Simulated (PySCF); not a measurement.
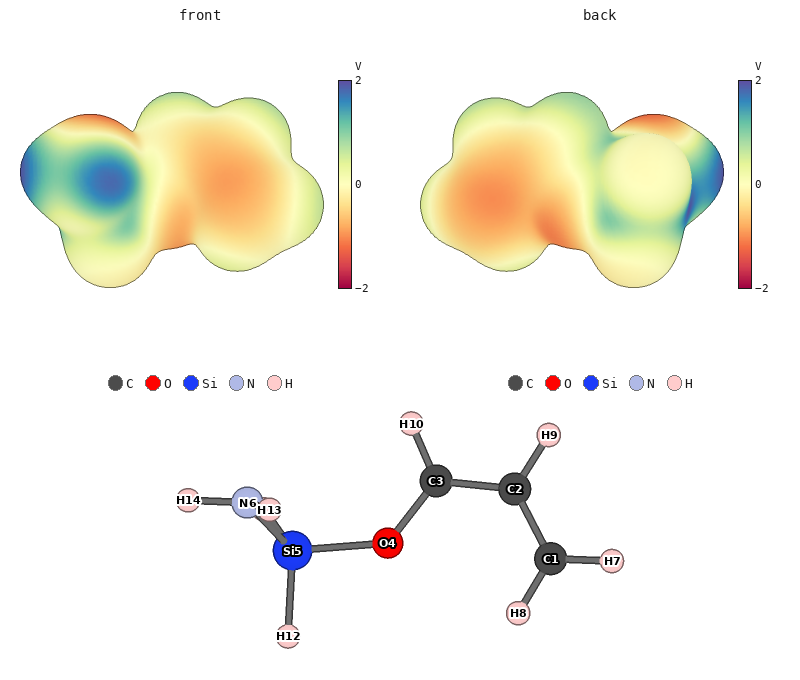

Figure 1: C3H8NOSi (SMILES C=C[CH]O[SiH2]N) (doublet). The electrostatic potential painted on the density surface at 0.002 e/bohr³, seen from the front and from behind; red is negative and blue positive. The bare structure is drawn below in the same view.

Geometry: GFN2-xTB.

Level of theory: UKS B3LYP, pcH-1 on C H N O Si, non-relativistic, mean-field spin-orbit, GIAO in PySCF 2.14.0, density-fitted response routines.

```xyz
14

C    -2.6143    0.3673   -0.3959
C    -2.0290    0.2204    0.8300
C    -0.7203   -0.1789    1.0437
O     0.0982   -0.4782    0.0296
Si    1.7003   -0.7713   -0.0408
N     2.5339    0.6163    0.5534
H    -3.6349    0.6857   -0.4954
H    -2.0611    0.1657   -1.2951
H    -2.6077    0.4293    1.7199
H    -0.3174   -0.2553    2.0440
H     2.1194   -1.8492    0.8538
H     1.7808   -1.0904   -1.4623
H     2.2123    1.5307    0.2739
H     3.5391    0.6073    0.5991
```

Where is the surface potential most negative and most positive?

The most negative region (about −1.1 V) lies over N6, the most positive (about +1.9 V) over Si5 and H14. N6 is the likeliest acceptor of a hydrogen bond.
